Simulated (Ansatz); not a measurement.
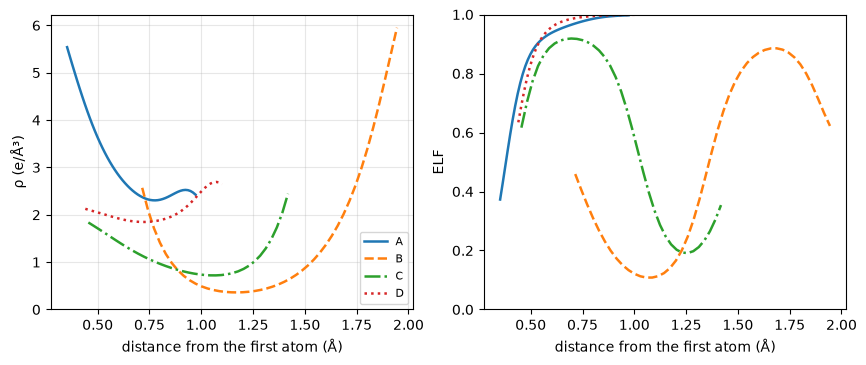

The picture shows: CH4OSn (SMILES [CH2]=[Sn][OH2+]) (charge +1, doublet). Electron density and ELF along straight lines between neighbouring atoms. The curves leave out the atomic cores.

Geometry: r2SCAN-D4/def2-SVP; core potentials replace the inner electrons of Sn.

These are results of isolated molecule in a Gaussian basis; Kohn-Sham density functional theory, functional PBE0 (Ansatz), not measurements.

The calculation's input:

```
crystal:
  periodic: [false, false, false]
  atoms:
    - {symbol: C, position_ang: [-0.308842, 0.568010, 1.618361]}
    - {symbol: O, position_ang: [-1.083184, 0.097943, -1.294797]}
    - {symbol: Sn, position_ang: [-1.864724, -0.608521, 0.735710]}
    - {symbol: H, position_ang: [0.439505, 1.177244, 1.089285]}
    - {symbol: H, position_ang: [-0.189794, 0.611484, 2.711559]}
    - {symbol: H, position_ang: [-0.332431, 0.692309, -1.463013]}
    - {symbol: H, position_ang: [-1.457100, -0.153110, -2.156226]}
basis:
  gaussian: {orbitals: def2-TZVPD}
total_charge: 1
magnetization: {spin_polarized: true, initial_magnetization: 1}
hamiltonian: {xc: {name: PBE0}}
output: {forces: true, orbitals: {seedname: orbitals}}
```

Command:

```sh
ansatz run input.yaml --threads 1 --pin off --max-ram 2610MiB --events-out events.jsonl --progress --plain --runs-dir runs
```

Which curve belongs to which contact (C–H, C–Sn, O–H and Sn–O)? The first atom named is at distance zero.

Answer. Curve A: O–H (0.97 Å): ρ is about 3.8 e/Å³ halfway; the ELF climbs to about 1 towards the hydrogen, as it does in any bond to H; a covalent bond by its length. Curve B: Sn–O (2.29 Å): the density is about 0.36 e/Å³ at the midpoint; the ELF peaks at about 0.90 in the valence shell of O, 0.6 Å from its nucleus, and drops to about 0.10 between the two atoms. Curve C: C–Sn (2.14 Å): ρ at the midpoint is about 0.72 e/Å³; the ELF peaks at about 0.90 in the valence shell of C, 0.7 Å from its nucleus, and drops to about 0.20 between the two atoms. Curve D: C–H (1.10 Å): ρ at the midpoint is about 2 e/Å³; the ELF climbs to about 1 towards the hydrogen; a covalent bond by its length.
